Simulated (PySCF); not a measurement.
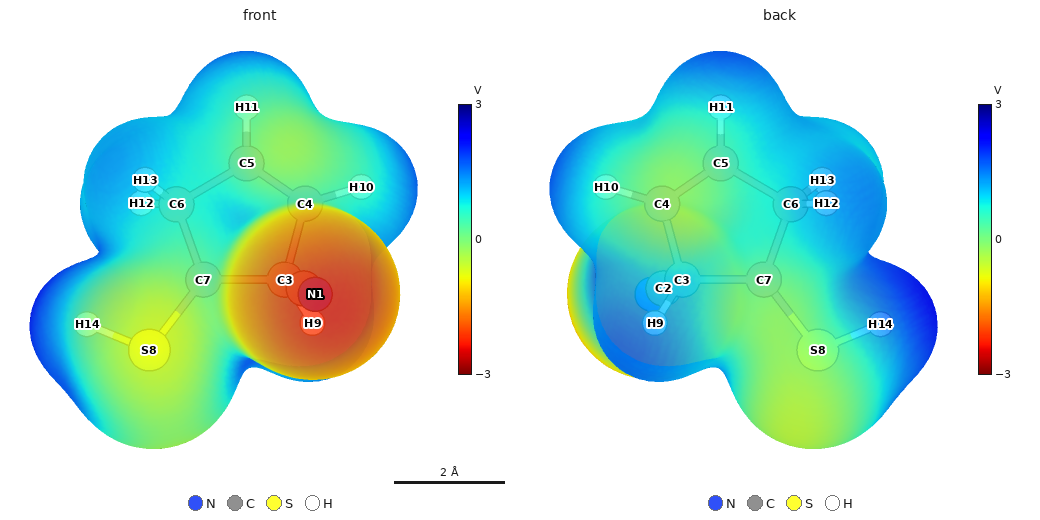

The picture shows: C$_{6}$H$_{6}$NS (doublet). The electrostatic potential painted on the density surface at 0.004 e/bohr³, seen from the front and from behind; red is negative and blue positive.

Geometry: GFN2-xTB.

The calculation used UKS B3LYP, pcH-1 on C H N S, non-relativistic, mean-field spin-orbit, GIAO in PySCF 2.14.0, density-fitted response routines.

```json
{"atom": "N", "x (Å)": "-1.6635", "y (Å)": "-2.5352", "z (Å)": "-0.7340"}
{"atom": "C", "x (Å)": "-1.1233", "y (Å)": "-1.7864", "z (Å)": "-0.0596"}
{"atom": "C", "x (Å)": "-0.3968", "y (Å)": "-0.8058", "z (Å)": "0.7256"}
{"atom": "C", "x (Å)": "-1.1989", "y (Å)": "0.4691", "z (Å)": "0.8255"}
{"atom": "C", "x (Å)": "-0.6404", "y (Å)": "1.4552", "z (Å)": "0.1429"}
{"atom": "C", "x (Å)": "0.6391", "y (Å)": "1.0443", "z (Å)": "-0.5226"}
{"atom": "C", "x (Å)": "0.8270", "y (Å)": "-0.3466", "z (Å)": "-0.0124"}
{"atom": "S", "x (Å)": "2.0077", "y (Å)": "-1.4637", "z (Å)": "-0.5998"}
{"atom": "H", "x (Å)": "-0.1727", "y (Å)": "-1.2529", "z (Å)": "1.7047"}
{"atom": "H", "x (Å)": "-2.1220", "y (Å)": "0.5032", "z (Å)": "1.3758"}
{"atom": "H", "x (Å)": "-1.0259", "y (Å)": "2.4552", "z (Å)": "0.0492"}
{"atom": "H", "x (Å)": "1.4732", "y (Å)": "1.7031", "z (Å)": "-0.2491"}
{"atom": "H", "x (Å)": "0.5439", "y (Å)": "1.0923", "z (Å)": "-1.6171"}
{"atom": "H", "x (Å)": "2.8518", "y (Å)": "-0.5324", "z (Å)": "-1.0514"}
```

### Where is the surface potential most negative and most positive?

The most negative region (about −2.2 V, or −51 kcal/mol for a unit charge) lies over N1, the most positive (about +2.1 V, or +48 kcal/mol for a unit charge) over H14. N1 is the likeliest acceptor of a hydrogen bond.
